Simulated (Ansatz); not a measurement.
## Electronic structure of Ga3H7O8 in real space

Input file:

```
crystal:
  periodic: [false, false, false]
  atoms:
    - {symbol: Ga, position_ang: [1.352703, -0.703892, -1.027326]}
    - {symbol: Ga, position_ang: [-0.057467, -0.633729, 1.498905]}
    - {symbol: Ga, position_ang: [-1.289351, 1.176568, -0.335039]}
    - {symbol: O, position_ang: [1.854433, -2.421204, -1.285641]}
    - {symbol: O, position_ang: [-3.082360, 1.311848, -0.511272]}
    - {symbol: O, position_ang: [-0.210079, 2.384268, -1.168939]}
    - {symbol: O, position_ang: [-0.478525, -0.553168, -0.357707]}
    - {symbol: O, position_ang: [-0.612770, -1.687463, 2.840219]}
    - {symbol: O, position_ang: [1.829857, 0.679994, -2.059165]}
    - {symbol: O, position_ang: [1.769896, -0.550061, 0.961466]}
    - {symbol: O, position_ang: [-0.756597, 1.143281, 1.607107]}
    - {symbol: H, position_ang: [2.072619, -2.581888, -2.221298]}
    - {symbol: H, position_ang: [-3.485897, 0.430925, -0.624939]}
    - {symbol: H, position_ang: [-0.717730, 2.972623, -1.757437]}
    - {symbol: H, position_ang: [-0.456334, -2.633311, 2.662252]}
    - {symbol: H, position_ang: [1.218251, 1.433726, -1.853558]}
    - {symbol: H, position_ang: [2.429588, -1.170870, 1.322566]}
    - {symbol: H, position_ang: [-1.380266, 1.402362, 2.309809]}
basis:
  gaussian: {orbitals: def2-TZVP, initial_orbitals: start.molden}
hamiltonian: {xc: pbe0, dispersion: d4}
scf: {omitted_lower_state_checks: [starts]}
output: {orbitals: {seedname: orbitals}}
```

Launched as:

```sh
ansatz run in.yaml --threads 4 --pin off --events-out ev --progress --plain --max-ram 6963MiB
```

Geometry: PBE-D4/def2-SVP.

Theory: RKS PBE0-D4/def2-TZVP (Ansatz 0.2.0).

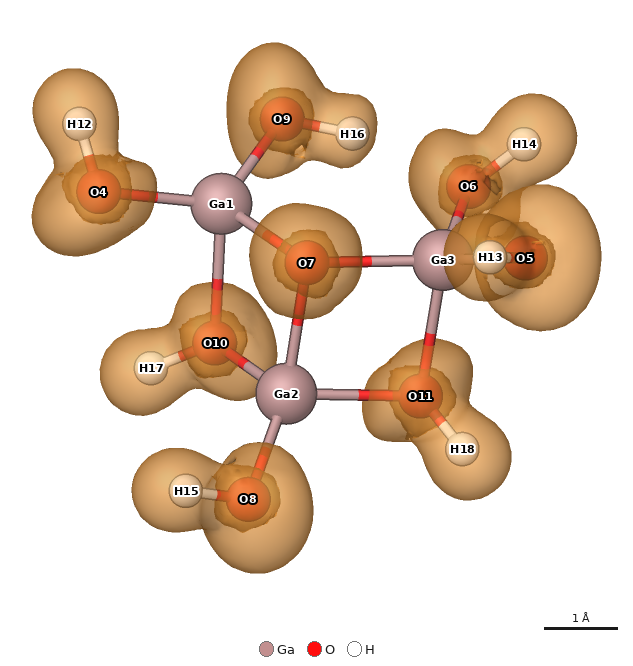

Figure 1. Isosurface of the electron localisation function at 0.75 (orange), seen at a tilt. Only the valence region is drawn (cores and ρ < 0.01 e/Å³ removed).

Q: Describe the localisation domains.

A: The surface consists of one region wrapped around O (its valence shell) and seven joined regions spread over several atoms (H, O), in which their bonds and any lone pairs are merged. Profiles from the grid: Ga–O (1.79 Å): the ELF peaks at about 0.85 in the valence shell of O, 0.6 Å from its nucleus, and is about 0.25 at the midpoint. O–H (0.97 Å): the ELF climbs to about 1 towards the hydrogen, as it does in any bond to H: an ordinary covalent bond to hydrogen.

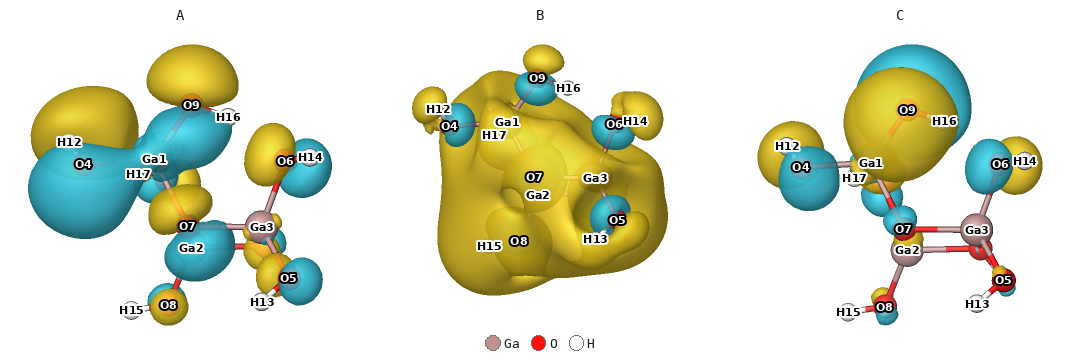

Figure 2. Three frontier orbitals at ±0.04 Å⁻³ᐟ² (yellow and cyan are the two phases), in no order.

Q: Which picture is the HOMO−1, the HOMO and the LUMO?

A: A is the HOMO−1 (−8.53 eV). Its weight (Hirshfeld) is mainly on O4 (about 60 %), O9 (about 15 %), Ga1 (about 10 %) and O7 (about 5 %). C is the HOMO (−8.08 eV). By Hirshfeld shares it lies mainly on O9 (about 75 %) and Ga1 (about 10 %); largely a lone pair of O9. B is the LUMO (−1.49 eV). It lies mainly on Ga2 (about 25 %), Ga3 (about 10 %), Ga1 (about 10 %) and O8 (about 10 %).

Q: What is the HOMO–LUMO gap?

A: 6.59 eV between the orbital energies.

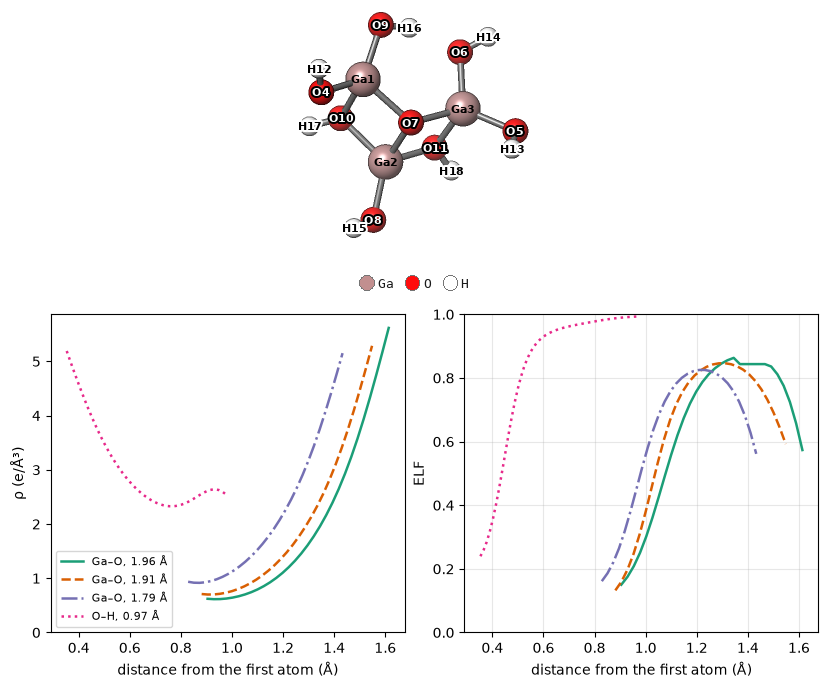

Figure 3. Total electron density and electron localisation function along straight lines between neighbouring atoms. The curves leave out the atomic cores. The structure is drawn too.

Q: What can be read from the curves?

A: Ga–O (1.96 Å): the density is about 0.63 e/Å³ at the midpoint; the ELF peaks at about 0.85 in the valence shell of O, 0.6 Å from its nucleus, and is about 0.25 at the midpoint.
Ga–O (1.91 Å): ρ at the midpoint is about 0.71 e/Å³; the ELF peaks at about 0.85 in the valence shell of O, 0.6 Å from its nucleus, and is about 0.25 at the midpoint.
Ga–O (1.79 Å): the density is about 0.93 e/Å³ at the midpoint; the ELF peaks at about 0.85 in the valence shell of O, 0.6 Å from its nucleus, and is about 0.25 at the midpoint.
O–H (0.97 Å): ρ at the midpoint is about 3.6 e/Å³; the ELF climbs to about 1 towards the hydrogen (a covalent bond by its length).
